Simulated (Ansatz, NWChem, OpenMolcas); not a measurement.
## Strength of the N–C bond: C3H7N → C3H5 + NH2

Species: C3H7N (cyclopropylamine) `NC1CC1`, singlet; C3H5 (cyclopropyl) `[CH]1CC1`, doublet; NH2 `[NH2]`, doublet. 

Shapes, held fixed at every level: PBE0-D4/def2-TZVP. Flexible molecules stand in one conformer, not always the lowest. Programs: Ansatz 0.2.0, NWChem 7.3.0, OpenMolcas 26.06. A level may come from different programs for different species; with the same settings they agree closely. Electronic energies: no zero-point or thermal term.

```json
{"level": "HF/STO-3G", "kind": "Hartree–Fock", "ΔE (kJ/mol)": "+335.0"}
{"level": "HF/3-21G", "kind": "Hartree–Fock", "ΔE (kJ/mol)": "+300.8"}
{"level": "HF/def2-SVP", "kind": "Hartree–Fock", "ΔE (kJ/mol)": "+295.1"}
{"level": "PBE0/def2-SVP", "kind": "global hybrid", "ΔE (kJ/mol)": "+429.1"}
{"level": "B3LYP/6-31G* (Cartesian functions)", "kind": "global hybrid", "ΔE (kJ/mol)": "+404.7"}
```

B3LYP/6-31G* (Cartesian functions) gives ΔE = +404.7 kJ/mol; the levels span +295.1 to +429.1. The median of the levels is +335.0. Hartree–Fock misses the correlation of the pair that is broken and comes out low. No measured value is set beside it here. Open shells run unrestricted. Rows in sets without polarisation functions are far from converged.

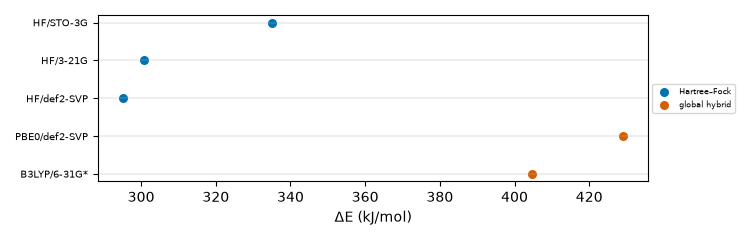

The values of the table, level by level.
